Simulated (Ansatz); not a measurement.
AlH3O (SMILES [H][Al]([H])[OH]): methods side by side

AlH3O: 5 atoms, total charge 0, spin state singlet. As SMILES, `[H][Al]([H])[OH]`. Geometry: a GFN2-xTB relaxation, a rough one for these elements and not checked as a minimum.

```
atom    x (Å)    y (Å)    z (Å)
  Al   0.2718   0.4511  -0.1093
   H   1.7990   0.4172  -0.2214
   H  -0.4810   1.7690  -0.3118
   O  -0.5554  -0.9200   0.2267
   H  -1.0343  -1.7173   0.4158
```

Quantity: the energy change with the Al1–H2 bond stretched from 1.532 to 1.915 Å, in eV. The values are calculated.

```csv
level,kind,program,value (eV),less FCI/STO-3G,CPU time (all runs)
HF/STO-3G (restricted),Hartree–Fock,Ansatz,1.58,+0.38,0.35 s
SVWN5/STO-3G (restricted),LDA,Ansatz,1.11,-0.09,2.5 s
BLYP/STO-3G (restricted),GGA,Ansatz,1.04,-0.16,2.5 s
revPBE/STO-3G (restricted),GGA,Ansatz,1.03,-0.17,2.3 s
BHLYP/STO-3G (restricted),global hybrid,Ansatz,1.37,+0.17,3.3 s
HSE06/STO-3G (restricted),range-separated hybrid,Ansatz,1.22,+0.02,3.3 s
wB97X/STO-3G (restricted),range-separated hybrid,Ansatz,1.28,+0.08,14 s
CCSD(T)/STO-3G (restricted),coupled cluster or CI,Ansatz,1.21,+0.01,0.75 s
FCI/STO-3G,exact in the basis,Ansatz,1.20,0.00,5.9 s
```

FCI/STO-3G is exact within its basis and frozen core, so for wave-function methods in that basis the difference is their error; functionals converge differently with the basis, so for them it is only a difference. The first shape isn't each level's own minimum. The values span 1.03 to 1.58 eV. All rows use very small basis sets, so even the best lies far from the true value. Times are those of the runs behind each value, whatever else they computed, on shared processors of several kinds: orders of magnitude only.

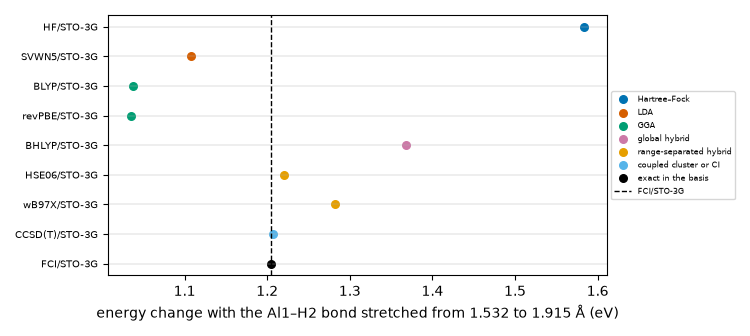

The values of the table, level by level.
